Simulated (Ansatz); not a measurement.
System: Cl₂F₂H₃NZr.

Input file:

```
crystal:
  periodic: [false, false, false]
  atoms:
    - { symbol: Zr, position_ang: [-0.065141, -0.091926, 0.045841] }
    - { symbol: "N", position_ang: [-0.0585, -0.023104, 2.197066] }
    - { symbol: H, position_ang: [-0.916996, 0.012674, 2.753573] }
    - { symbol: H, position_ang: [0.68683, -0.429954, 2.764306] }
    - { symbol: F, position_ang: [1.716873, -0.142096, -0.593588] }
    - { symbol: Cl, position_ang: [-1.498065, 1.573893, -0.79717] }
    - { symbol: Cl, position_ang: [-1.041801, -2.140088, -0.577125] }
    - { symbol: F, position_ang: [1.267364, 2.501295, 1.295602] }
    - { symbol: H, position_ang: [0.820337, 2.036106, 1.969497] }
basis:
  gaussian: { orbitals: def2-SVP }
hamiltonian:
  xc: b3lyp
  dispersion: d4
relax:
  f_tol: 0.03
  max_steps: 50
output:
  orbitals: {}
```

Command:

```sh
ansatz run input.yaml --threads 4 --pin off --max-ram 5120MiB --backend cpu --events-out ev --progress --plain --runs-dir out
```

The fields are those of the run's last geometry, not of the input's.

Core potentials replace the inner electrons of Zr.

These are results of RKS B3LYP-D4/def2-SVP in Ansatz 0.2.0, not measurements.

> What will maps of the electron density and electron localisation function show?

Zr–F (1.91 Å): ρ at the midpoint is about 0.92 e/Å³; the ELF peaks at about 0.85 in the valence shell of F, 0.5 Å from its nucleus, and drops to about 0.20 between the two atoms.
Zr–Cl (2.38 Å): the density is about 0.54 e/Å³ at the midpoint; the ELF peaks at about 0.85 in the valence shell of Cl, 0.8 Å from its nucleus, and is about 0.35 at the midpoint.
Zr–N (2.45 Å): ρ is about 0.33 e/Å³ halfway; the ELF peaks at about 0.95 in the valence shell of N, 0.6 Å from its nucleus, and is about 0.15 at the midpoint.
N–H (1.02 Å): the density is about 2.8 e/Å³ at the midpoint; the ELF climbs to about 1 towards the hydrogen, as it does in any bond to H (a covalent bond by its length).

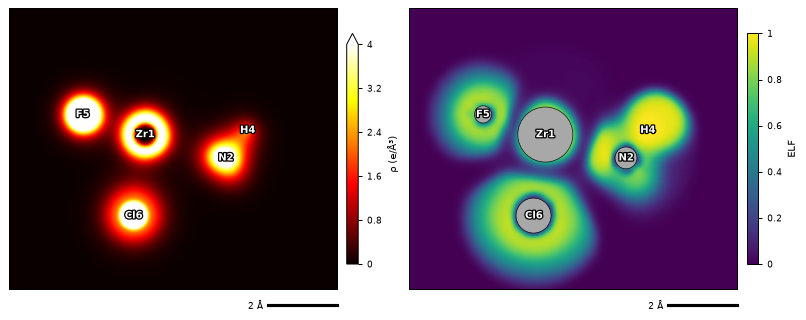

Computed electron density and electron localisation function on the plane of atoms F5, Zr1 and Cl6, in this order. Grey discs cover the atomic cores in the ELF map. 
